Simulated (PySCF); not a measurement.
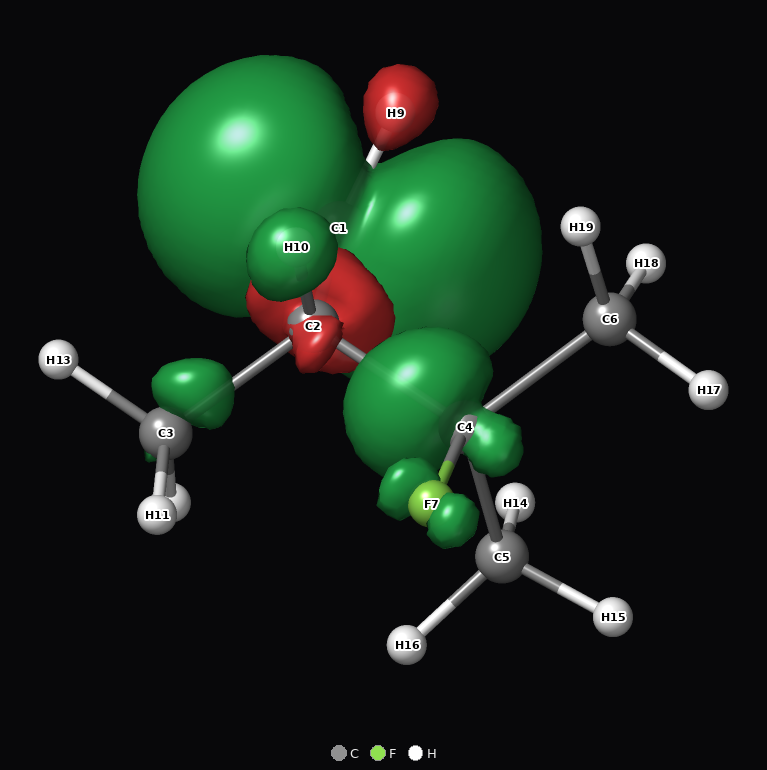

*C6H12F (doublet). Isosurfaces of the spin density (α minus β) at +0.015 (green) and −0.015 e/Å³ (red), seen at a tilt.*

Geometry: GFN2-xTB.

All numbers below come from UKS B3LYP, pcH-1 on C F H, non-relativistic, mean-field spin-orbit, GIAO (PySCF 2.14.0, density-fitted response routines).

```json
{"atom": "C", "x (Å)": "-1.2081", "y (Å)": "1.1757", "z (Å)": "-0.6306"}
{"atom": "C", "x (Å)": "-0.8525", "y (Å)": "0.1769", "z (Å)": "0.3879"}
{"atom": "C", "x (Å)": "-1.6754", "y (Å)": "-1.1049", "z (Å)": "0.2327"}
{"atom": "C", "x (Å)": "0.6821", "y (Å)": "-0.1397", "z (Å)": "0.3764"}
{"atom": "C", "x (Å)": "1.1334", "y (Å)": "-0.8513", "z (Å)": "-0.8911"}
{"atom": "C", "x (Å)": "1.5009", "y (Å)": "1.1206", "z (Å)": "0.6299"}
{"atom": "F", "x (Å)": "0.9191", "y (Å)": "-1.0021", "z (Å)": "1.4490"}
{"atom": "H", "x (Å)": "-1.5543", "y (Å)": "0.8655", "z (Å)": "-1.5972"}
{"atom": "H", "x (Å)": "-1.1204", "y (Å)": "2.2255", "z (Å)": "-0.4323"}
{"atom": "H", "x (Å)": "-1.0359", "y (Å)": "0.5904", "z (Å)": "1.3885"}
{"atom": "H", "x (Å)": "-1.3142", "y (Å)": "-1.8710", "z (Å)": "0.9141"}
{"atom": "H", "x (Å)": "-1.6239", "y (Å)": "-1.4804", "z (Å)": "-0.7860"}
{"atom": "H", "x (Å)": "-2.7170", "y (Å)": "-0.8973", "z (Å)": "0.4663"}
{"atom": "H", "x (Å)": "0.8592", "y (Å)": "-0.2599", "z (Å)": "-1.7596"}
{"atom": "H", "x (Å)": "2.2131", "y (Å)": "-0.9816", "z (Å)": "-0.8730"}
{"atom": "H", "x (Å)": "0.6733", "y (Å)": "-1.8328", "z (Å)": "-0.9606"}
{"atom": "H", "x (Å)": "2.5475", "y (Å)": "0.8554", "z (Å)": "0.7630"}
{"atom": "H", "x (Å)": "1.4079", "y (Å)": "1.7962", "z (Å)": "-0.2148"}
{"atom": "H", "x (Å)": "1.1552", "y (Å)": "1.6238", "z (Å)": "1.5298"}
```

Question: Describe the spin distribution.

Answer: The unpaired spin (1 electron) lies mostly on C1 (about 0.7), in electrons by Hirshfeld's partition.
